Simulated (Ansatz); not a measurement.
# CCH3 on Pd(100), bridge start, 2x2 cell: photoemission fingerprints, part 3 of 4

What would XPS and UPS show for CCH3 on Pd(100), bridge start, 2x2 cell? Spin–orbit coupling is left out of the bands throughout.

Ansatz 0.2.0; DFT, PBE, plane-wave PAW, scalar-relativistic; PAW set soft_1.

So far, work function, upper face (eV): step 2 (the clean face) 5.08; step 3 (relaxing the atoms) 3.53.

**4. Layer-resolved bands, DOS and potential**

The main run: bands along the zone's path, each state's share in the top and middle regions, the DOS and the planar potential. The cell holds 4 small cells, so the bands are unfolded.

The input, input.yaml:

```yaml
crystal:
  lattice:
    - [5.5720014357, 0.0, 0.0]
    - [0.0, 5.5720014357, 0.0]
    - [0.0, 0.0, 26.21]
  atoms:
    - { symbol: H, position: [0.434498451, 0.0010649976, 0.7095248584] }
    - { symbol: H, position: [0.1544150679, 0.1593094996, 0.7080435407] }
    - { symbol: H, position: [0.1560420535, 0.8400726805, 0.7080342883] }
    - { symbol: C, position: [0.2511995529, 0.000189822, 0.6939294387] }
    - { symbol: C, position: [0.250856925, 0.0001263531, 0.6374673509] }
    - { symbol: Pd, position: [-0.0022308512, -1.46486e-05, 0.5896243687] }
    - { symbol: Pd, position: [0.5027576962, -1.60894e-05, 0.5895453395] }
    - { symbol: Pd, position: [0.0008291869, 0.4999812555, 0.5863812912] }
    - { symbol: Pd, position: [0.4987265185, 0.4999802054, 0.586494374] }
    - { symbol: Pd, position: [0.2500442574, 0.2504135737, 0.5113231471] }
    - { symbol: Pd, position: [0.7499838297, 0.2477039506, 0.5127729199] }
    - { symbol: Pd, position: [0.2500461416, 0.749567366, 0.5113212045] }
    - { symbol: Pd, position: [0.7499851874, 0.7522871768, 0.5127754463] }
    - { symbol: Pd, position: [0.0, 0.0, 0.436474628] }
    - { symbol: Pd, position: [0.5, 0.0, 0.436474628] }
    - { symbol: Pd, position: [0.0, 0.5, 0.436474628] }
    - { symbol: Pd, position: [0.5, 0.5, 0.436474628] }
    - { symbol: Pd, position: [0.25, 0.25, 0.361312476] }
    - { symbol: Pd, position: [0.75, 0.25, 0.361312476] }
    - { symbol: Pd, position: [0.25, 0.75, 0.361312476] }
    - { symbol: Pd, position: [0.75, 0.75, 0.361312476] }
    - { symbol: Pd, position: [0.0, 0.0, 0.286150324] }
    - { symbol: Pd, position: [0.5, 0.0, 0.286150324] }
    - { symbol: Pd, position: [0.0, 0.5, 0.286150324] }
    - { symbol: Pd, position: [0.5, 0.5, 0.286150324] }
kpoints:
  mp_grid: { grid: [8, 8, 1] }
scf:
  occupations: { method: fermi_dirac, width: 0.05 }
  n_extra_bands: 24
hamiltonian:
  xc: pbe
  pseudopotentials: { kind: paw, azcp: { folder: soft_1 } }
output:
  forces: true
  write_potential: true
  volumetric_format: []
  dos:
    projected:
      site_lists:
        adsorbate: [0, 1, 2, 3, 4]
        layer_1: [5, 6, 7, 8]
        layer_2: [9, 10, 11, 12]
        layer_3: [13, 14, 15, 16]
        other_layers: [17, 18, 19, 20, 21, 22, 23, 24]
    de: 0.05
    e_range: [-30, 12]
    method: { smearing: { sigma: 0.15, scheme: gaussian } }
  eigenstates:
    kpoints:
      - [0.0, 0.0, 0.0]
      - [-0.07142857, -0.07142857, 0.0]
      - [-0.14285714, -0.14285714, 0.0]
      - [-0.21428571, -0.21428571, 0.0]
      - [-0.28571429, -0.28571429, 0.0]
      - [-0.35714286, -0.35714286, 0.0]
      # [... 24 more points ...]
      - [0.0, -0.2, 0.0]
      - [0.0, -0.1, 0.0]
    e_range: [-8.0, 4.0]
    unfold:
      supercell_matrix: [[2, 0, 0], [0, 2, 0], [0, 0, 1]]
      layers:
        axis: 3
        edges: [0.133537, 0.385539, 0.401857, 0.593818, 0.613544, 0.862136]
efield:
  axis: 3
  dipole_correction: true
```

Started as:

```console
ansatz run input.yaml --threads 8 --pin off --max-ram 40960MiB --backend cuda --events-out ev --progress --plain --runs-dir out
```

Numbers of over 12 decimals in the logs are rounded to 6 here.

The program printed:

```text
[...]
Crystal: 25 atoms, lattice volume = 813.747 Å³
Basis set: ecut = 420 eV, 15955 PW (Γ), exchange–correlation on 80×80×360 points (8 copies of the dense FFT grid, shifted against one another)
Bands: 210, of which v1, the nominal top of the filled ones, is band 186 counted from 1 (185 counted from 0)
Symmetry: 1 space group operations
[...]
k-points: 34 of 64 (time reversal used)
[...]
SCF iter   1: F=—  HF=-140028.688506 eV  |F-HF|=—  |Δ(HF+E_count)|=         —  Δρ=1.14e-1  dr2=1.88e2  ethr=3.10e-3  p=-0.000 e·Å  D=-2.15e-7 V/Å  ΔV_dip=0.00 eV  dr2_dipole=5.77e0  V_vac-E_F(+/−)=2.67/2.67 eV  ⟨swp⟩=6.2  Hψ=25569  notcnv=0  defer=81
[...]
SCF iter   6: F=—  HF=-140001.891914 eV  |F-HF|=—  |Δ(HF+E_count)|=   4.02e-3  Δρ=1.61e-3  dr2=8.46e-2  ethr=9.61e-5  p=0.276 e·Å  D=6.13e-2 V/Å  ΔV_dip=-1.61 eV  dr2_dipole=3.49e-6  V_vac-E_F(+/−)=3.46/5.07 eV  ⟨swp⟩=2.0  Hψ=7034  notcnv=0  defer=366
[...]
SCF 1 converged in 15 iterations: F = -140001.889306 eV  dr2 = 7.47e-8
[...]
SCF converged after 15 iterations
[...]
```

Wall time 9 s (1 × NVIDIA GB200 with 8 threads of Arm Neoverse V2, shared host); peak memory 4.9 GiB; 43 s of CPU time.

Numbers from this step:

* free energy: -140001.8893 eV
* energy at zero smearing: -140001.7126 eV
* smearing term TS: 0.3534 eV
* Fermi energy: 4.700 eV
* share of occupied states in no projected shell: 0.0579 of the occupied states in the window
* DOS at the Fermi level: 42.12 states/eV/cell
* work function, upper face: 3.518 eV
* work function, lower face: 5.091 eV

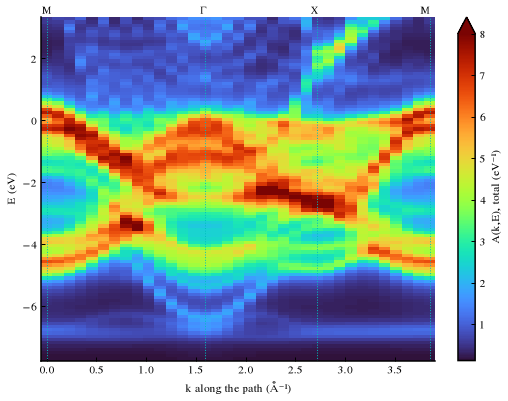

A(k,E), total over k along the path and E. Zero: Fermi level.

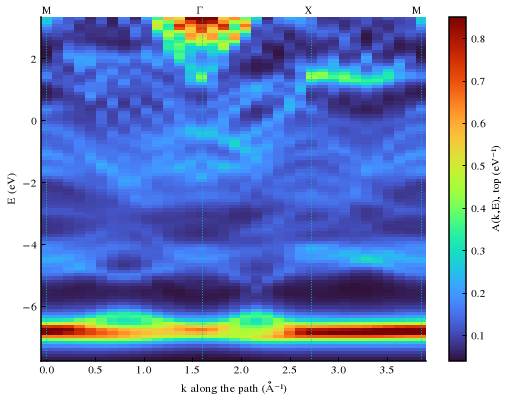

A(k,E), top over k along the path and E. Zero: Fermi level.

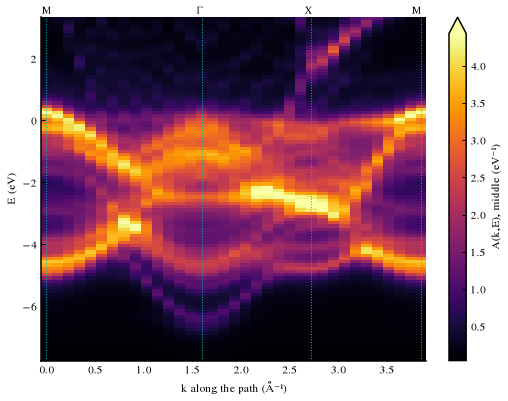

A(k,E), middle over k along the path and E. Zero: Fermi level.

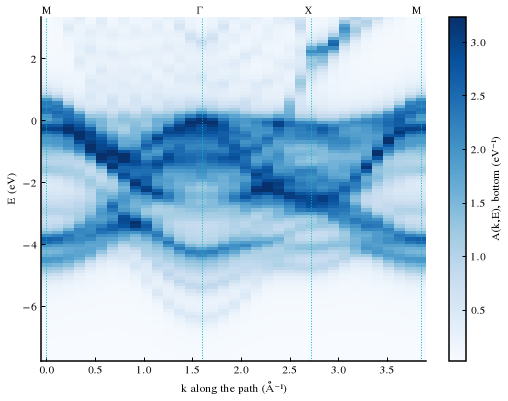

A(k,E), bottom over k along the path and E. Zero: Fermi level.

Peaks of A(k,E) at the labelled points: for each region the eleven nearest the zero at most, each over 6 % of that point's highest, less those above the energy where the solved bands run out; weight and spread sum the levels within three half widths or 0.3 eV, so near peaks share levels. Peaks of the spectral function, the first 40 of 116 rows:

```csv
point,weight on,E (eV),A (1/eV),weight near the peak,rms spread of levels (eV)
M,total,-6.76,1.144,0.769,0.122
M,total,-4.56,6.571,6.087,0.24
M,total,-3.9,5.254,4.771,0.288
M,total,-2.92,2.787,2.258,0.263
M,total,-1.58,3.323,3.085,0.273
M,total,-0.24,7.314,9.353,0.366
M,total,0.26,7.444,8.835,0.31
M,total,1.4,0.877,0.34,0.153
M,total,3.24,0.55,0.378,0.165
M,top,-6.78,0.909,0.687,0.113
M,top,-4.5,0.229,0.28,0.346
M,top,-4.14,0.187,0.219,0.271
M,top,-2.92,0.117,0.104,0.3
M,top,-1.6,0.187,0.207,0.295
M,top,-1.1,0.199,0.221,0.343
M,top,-0.26,0.163,0.142,0.284
M,top,0.36,0.17,0.128,0.231
M,top,1.44,0.173,0.121,0.143
M,top,3.24,0.278,0.203,0.136
M,middle,-4.58,3.875,3.753,0.243
M,middle,-3.96,2.135,2.277,0.332
M,middle,-2.92,1.37,1.161,0.268
M,middle,-1.58,1.505,1.494,0.28
M,middle,-0.24,3.673,5.173,0.361
M,middle,0.26,4.496,4.53,0.256
M,middle,1.4,0.389,0.156,0.16
M,bottom,-4.5,2.006,2.168,0.333
M,bottom,-3.86,2.661,1.993,0.208
M,bottom,-2.92,1.01,0.762,0.259
M,bottom,-1.58,1.234,1.018,0.259
M,bottom,-0.26,3.009,3.455,0.367
M,bottom,0.32,2.487,3.224,0.35
M,bottom,0.56,2.322,2.01,0.154
Γ,total,-5.36,2.263,2.035,0.242
Γ,total,-4.3,4.598,4.543,0.262
Γ,total,-3.58,2.426,2.388,0.357
Γ,total,-2.46,4.887,4.836,0.324
Γ,total,-1.54,5.567,7.47,0.325
Γ,total,-1.08,6.698,7.285,0.309
Γ,total,-0.4,6.828,9.178,0.363
```

The DOS has structure finer than the step of the table below, so its rows give means over 2 eV, whole bins alone (the curve runs from -17.1 to 4.72 eV). Peaks (eV: height): total -6.8: 10.5, -4.0: 42.8, -2.4: 52.6, -0.2: 48.1; Pd 4d -4.0: 39.8, -2.4: 50.1, -0.2: 45.4; Pd 5p* -4.7: 2.83, 2.3: 6.47, 3.2: 7.16, 3.8: 8.28; C 2p -10.4: 1.76, -6.8: 6.71, 1.4: 1.19; H 1s -15.2: 1.48, -10.4: 0.812, -6.8: 2.63.

* holds the states left over by the projection beside any projected weight of its own. Table of DOS by E, zero at the Fermi level; means over each step; values in states/eV/cell:

```csv
E (eV),total,Pd 4d,Pd 5p*,C 2p,H 1s,C 2s,Pd 5s
-16,0.844,0.0155,8.9e-4,0.0712,0.189,0.555,6.1e-4
-14,0.156,0.00285,1.6e-4,0.0131,0.0348,0.102,1.1e-4
-12,0,0,0,0,0,0,0
-10,1.000,0.124,0.0248,0.253,0.117,0.474,0.00788
-8,0.378,0.0306,0.0104,0.244,0.0921,7.1e-5,0.00158
-6,4.22,0.797,1.14,1.73,0.535,0.00431,0.0144
-4,32.7,29.8,2.05,0.511,0.142,0.0152,0.137
-2,43.5,41.2,1.88,0.295,0.0382,0.0424,0.0235
0,29.4,26.0,2.73,0.533,0.0533,0.0682,0.0173
2,6.71,1.10,4.84,0.520,0.170,0.0731,0.00943
```

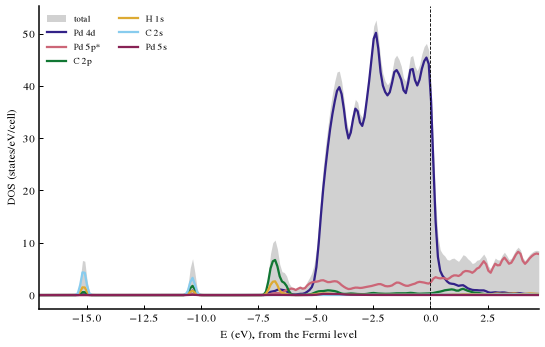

DOS against E.

This run's widths, added to any smearing of the DOS itself: Gaussian 0.2 eV, Lorentzian 0.2 eV plus 0.08 an eV of depth. Intensity against binding energy, zero at the Fermi level; values in % of the maximum within 13 eV:

```csv
binding energy (eV),21.2 eV,60 eV,400 eV,1486.7 eV,5950 eV
0,52.4,49.2,52.5,53.8,54.5
2,95.1,97.1,95.2,94.8,94.7
4,77.7,77.1,75.1,74.7,74.8
6,13.9,11.1,5.92,5.56,5.69
8,4.39,3.38,1.54,1.40,1.40
10,4.18,4.97,1.81,1.23,1.29
12,-,1.25,0.588,0.466,0.480
14,-,1.67,0.635,0.405,0.438
16,-,2.02,0.693,0.390,0.435
```

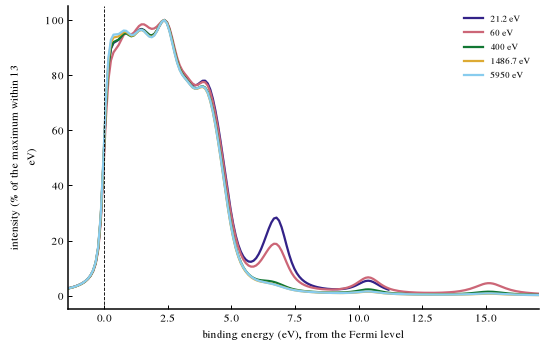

Intensity, plotted against binding energy.

Maxima picked by a test of local sharpness, so broad peaks and shoulders can be missing; peaks within 0.45 eV of a curve's cut are left out. Valence peaks, by row:

```csv
photon energy (eV),binding energy (eV),height (% of the maximum within 13 eV),main shell,its share (%)
21.2,10.35,5.42,C 2p,46.02
21.2,6.75,28.39,C 2p,67.74
21.2,3.95,78.07,Pd 4d,94.11
21.2,2.35,100,Pd 4d,97.05
21.2,1.45,96.73,Pd 4d,96.9
21.2,0.85,95.56,Pd 4d,96.62
60,15.1,4.532,C 2s,77.92
60,10.4,6.641,C 2s,51.51
60,6.7,18.9,C 2p,64.62
60,3.9,77.57,Pd 4d,96.71
60,2.35,100,Pd 4d,98.07
60,1.5,98.48,Pd 4d,98.03
60,0.9,95.29,Pd 4d,97.74
400,3.85,75.97,Pd 4d,99.71
400,2.35,100,Pd 4d,99.76
400,1.5,96.57,Pd 4d,99.75
400,0.85,95.22,Pd 4d,99.73
1487,3.85,75.73,Pd 4d,99.68
1487,2.35,100,Pd 4d,99.77
1487,1.45,96.38,Pd 4d,99.74
1487,0.85,95.75,Pd 4d,99.74
5950,3.85,75.89,Pd 4d,98.75
5950,2.35,100,Pd 4d,99.23
5950,1.45,96.45,Pd 4d,99.13
5950,0.8,96.24,Pd 4d,99.14
```

The planar mean, electrostatic potential oscillates, so the rows of the table below give means over windows of 2 Å about each position, cut where the curve ends. Its maxima inside the range that stand out by 2 % of the span (Å: eV): 1.3: 5.09, 8.4: -0.764, 10.5: -0.971, 12.4: -0.964, 14.4: -0.798, 17.5: 3.25. Its minima: 7.6: -15.1, 9.5: -15.3, 11.5: -15.3, 13.4: -15.3, 15.4: -15.4, 18.5: -0.335.

From the Fermi level. The planar mean, electrostatic potential by z; means over each step:

```csv
z (Å),"planar mean, electrostatic potential (eV)"
0,4.64
2,5.08
4,5.08
6,2.61
8,-8.21
10,-8.44
12,-8.38
14,-8.31
16,-6.68
18,1.57
20,3.36
22,3.52
24,3.52
26,3.93
```

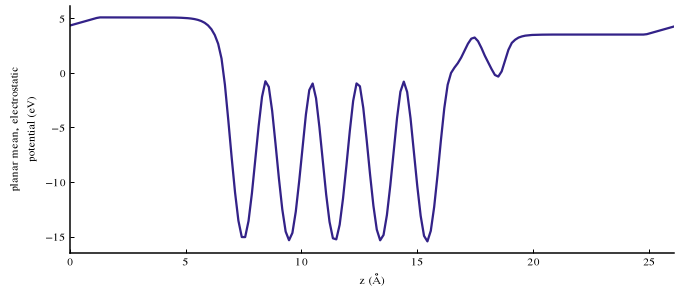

Planar mean, electrostatic potential against z.

The intensity has structure finer than the step of the table below, so its rows give means over 1 eV, whole bins alone (the curve runs from -17.1 to 1.43 eV). Peaks (eV: height): C K -6.8: 99.8; C K, E along x -7.0: 116, -4.7: 38.2; C K, E along y -6.8: 119, -4.4: 32.7; C K, E along z -10.4: 35.5, -6.5: 107; Pd L-beta2 -2.0: 100.0.

Shapes are the site's partial DOS without matrix elements, which overweights lines from ligand s bands. Table of intensity by emission energy less the core level's binding energy, zero at the Fermi level; means over each step; values in % of the unpolarised maximum:

```csv
emission energy less the core level's binding energy (eV),C K,"C K, E along x","C K, E along y","C K, E along z",Pd L-beta2
-16,1.50,0.221,0.195,4.08,1.46
-15,2.81,0.278,0.243,7.91,1.71
-14,1.37,0.354,0.313,3.45,2.02
-13,1.08,0.473,0.417,2.36,2.44
-12,1.78,0.668,0.585,4.10,3.03
-11,6.55,1.03,0.884,17.7,3.86
-10,9.14,1.78,1.50,24.1,4.99
-9,4.60,3.91,3.14,6.76,6.68
-8,12.0,16.6,11.1,8.20,9.59
-7,73.0,86.2,79.9,52.8,15.0
-6,39.0,25.0,34.0,58.1,25.7
-5,20.0,30.6,18.4,11.0,46.9
-4,19.1,25.3,22.9,9.02,73.5
-3,10.7,10.3,12.0,9.82,91.9
-2,11.2,11.0,13.3,9.20,99.3
-1,12.7,17.9,13.4,6.79,91.7
0,6.07,7.64,6.65,3.50,63.8
```

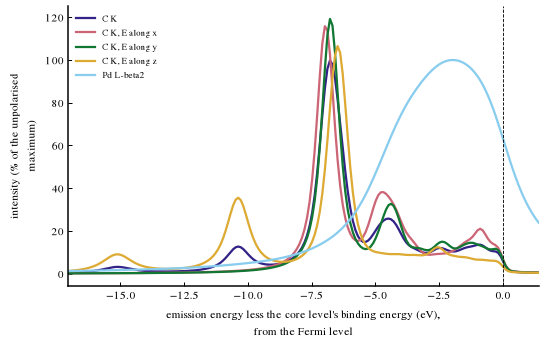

Intensity, plotted against emission energy less the core level's binding energy.

Window up to 4.7 eV. Shell moments, by row:

```csv
element,shell,occupied states an atom,centre of occupied part (eV),rms width of occupied part (eV),centre up to the window's top (eV),rms width up to the window's top (eV)
H,1s,0.7777,-8.169,3.867,-5.193,5.959
C,2s,1.225,-12.29,3.744,-10.14,6.31
C,2p,3.275,-6.081,2.735,-4.299,4.039
Pd,5p*,0.6227,-3.139,1.928,0.8723,3.191
Pd,4d,9.332,-2.304,1.437,-2.123,1.581
```

Recipe: projected DOS times atomic cross section and asymmetry factor (unpolarised light, 90° from the beam), occupied states only, Fermi edge at 77 K, a Lorentzian width of 0.2 eV growing by 0.08 eV per eV of binding energy, and a resolution of 0.2 eV. Each atom is damped by exp[−depth/(λ cos θ)], θ = 45° from the normal, λ from the universal curve. Curves are cut 10 eV under the photon energy, above any shell that the free atom's threshold puts out of reach, or at the lower edge of the window: 11.2 eV at 21.2 eV, 17.1 eV at 60 eV, 17.1 eV at 400 eV, 17.1 eV at 1486.7 eV and 17.1 eV at 5950 eV. A star in tables and legends marks shells that hold the states left over by the projection (5.8 % of the filled ones), a stand-in for orbitals that the files don't project on. Matrix elements of the solid and inelastic losses aren't modelled, nor non-dipole terms, which matter above 3 keV.

How the area divides among the shells (%):

```csv
shell,21.2 eV,60 eV,400 eV,1486.7 eV,5950 eV
H 1s,2.2,0.7,0.0,0.0,0.0
C 2s,0.4,2.9,1.0,0.4,0.5
C 2p,9.5,6.3,0.2,0.0,0.0
Pd 4d,87.7,90.1,98.6,99.2,98.3
```

Regions along c: top from 16.1 to 22.6 Å, middle from 10.5 to 15.6 Å, bottom from 3.5 to 10.1 Å. The top region begins above the slab's first layer, so it holds the added atoms alone, and the space between regions isn't listed.

The largest force component on a free atom is 0.023 eV/Å, so the atoms are at rest for these settings too. At the Fermi level the DOS is 42.12 states/eV a cell, and on the broadened curves Pd 4d holds 93 % of the total there.

**5. Z+1 stand-in on atom 4**

System of this step: H3Pd20CN. The cell holds 25 atoms: 3 H, 1 N, 1 C and 20 Pd. Its edges and angles: a = 5.572 Å, b = 5.572 Å, c = 26.210 Å, α = 90.0°, β = 90.0°, γ = 90.0°. It derives from Pd. Regions: ad, 5 atoms (3 H, 1 N and 1 C); L1, 4 atoms (4 Pd); L2, 4 atoms (4 Pd); L3, 4 atoms (4 Pd); rest, 8 atoms (8 Pd). Vacuum lies along c.

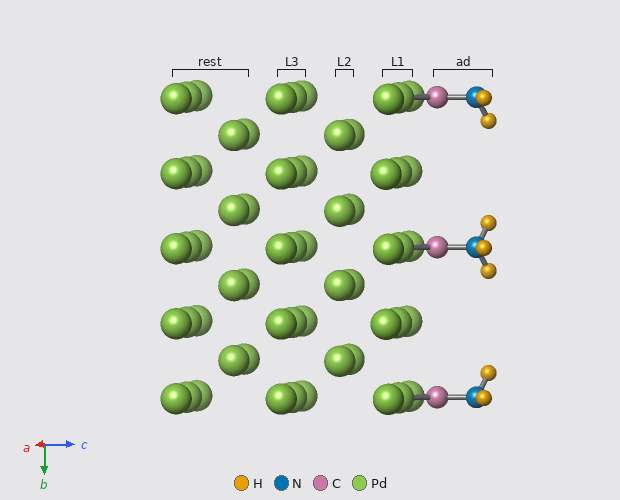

The cell of this step (hydrogen orange, nitrogen blue, carbon pink, palladium green). Bonds to atoms that aren't drawn are left out. 1×2×1 cells are drawn. Some periodic images of atoms are drawn too.

An atom with a screened core hole acts much like the next element, so total energies with that element on different sites give core-level shifts.

input.yaml: that of step 4 with these lines changed.

```diff
@@ -9,3 +9,3 @@
     - { symbol: H, position: [0.1560420535, 0.8400726805, 0.7080342883] }
-    - { symbol: C, position: [0.2511995529, 0.000189822, 0.6939294387] }
+    - { symbol: "N", position: [0.2511995529, 0.000189822, 0.6939294387] }
     - { symbol: C, position: [0.250856925, 0.0001263531, 0.6374673509] }
@@ -35,3 +35,3 @@
   occupations: { method: fermi_dirac, width: 0.05 }
-  n_extra_bands: 24
+  n_extra_bands: 21
 hamiltonian:
@@ -43,30 +43,2 @@
   volumetric_format: []
-  dos:
-    projected:
-      site_lists:
-        adsorbate: [0, 1, 2, 3, 4]
-        layer_1: [5, 6, 7, 8]
-        layer_2: [9, 10, 11, 12]
-        layer_3: [13, 14, 15, 16]
-        other_layers: [17, 18, 19, 20, 21, 22, 23, 24]
-    de: 0.05
-    e_range: [-30, 12]
-    method: { smearing: { sigma: 0.15, scheme: gaussian } }
-  eigenstates:
-    kpoints:
-      - [0.0, 0.0, 0.0]
-      - [-0.07142857, -0.07142857, 0.0]
-      - [-0.14285714, -0.14285714, 0.0]
-      - [-0.21428571, -0.21428571, 0.0]
-      - [-0.28571429, -0.28571429, 0.0]
-      - [-0.35714286, -0.35714286, 0.0]
-      # [... 24 more points ...]
-      - [0.0, -0.2, 0.0]
-      - [0.0, -0.1, 0.0]
-    e_range: [-8.0, 4.0]
-    unfold:
-      supercell_matrix: [[2, 0, 0], [0, 2, 0], [0, 0, 1]]
-      layers:
-        axis: 3
-        edges: [0.133537, 0.385539, 0.401857, 0.593818, 0.613544, 0.862136]
 efield:
```

The program printed:

```text
[...]
Crystal: 25 atoms, lattice volume = 813.747 Å³
Basis set: ecut = 420 eV, 15955 PW (Γ), exchange–correlation on 80×80×360 points (8 copies of the dense FFT grid, shifted against one another)
Bands: 207, of which v1, the nominal top of the filled ones, is band 186 counted from 1 (185 counted from 0)
Symmetry: 1 space group operations
[...]
k-points: 34 of 64 (time reversal used)
[...]
SCF iter   1: F=—  HF=-140156.776669 eV  |F-HF|=—  |Δ(HF+E_count)|=         —  Δρ=1.09e-1  dr2=1.45e2  ethr=3.10e-3  p=-0.000 e·Å  D=-2.17e-7 V/Å  ΔV_dip=0.00 eV  dr2_dipole=1.95e-1  V_vac-E_F(+/−)=2.65/2.65 eV  ⟨swp⟩=6.1  Hψ=25146  notcnv=0  defer=3
[...]
SCF iter   5: F=—  HF=-140133.661218 eV  |F-HF|=—  |Δ(HF+E_count)|=   4.21e-2  Δρ=2.97e-3  dr2=1.94e-1  ethr=3.30e-4  p=0.560 e·Å  D=1.25e-1 V/Å  ΔV_dip=-3.27 eV  dr2_dipole=2.95e-2  V_vac-E_F(+/−)=1.83/5.10 eV  ⟨swp⟩=2.3  Hψ=10261  notcnv=0  defer=186
[...]
SCF 1 converged in 15 iterations: F = -140133.653784 eV  dr2 = 9.44e-8
[...]
SCF converged after 15 iterations
[...]
```

Run time: 6 s. Hardware: 1 × NVIDIA GB200 with 8 threads; peak memory 1.6 GiB; 22 s of CPU time.

This step gave:

- free energy: -140133.6538 eV
- energy at zero smearing: -140133.4748 eV
- smearing term TS: 0.3579 eV
- Fermi energy: 5.316 eV

[end of part 3 of 4]

[Logs are printed without paths, hosts, clocks, repeated set-up lines and the standing remarks that a program may print on its own settings, such as how far it seeks lower states.]

[Hosts, paths, dates, database ids (printed as entryN), source tags and the programs' standing remarks are cut or masked in the printed files.]

[Maps of the electrostatic potential energy from Ansatz leave out the sawtooth potential of an applied field or a dipole correction, so their vacuum need not be flat; work functions include it.]
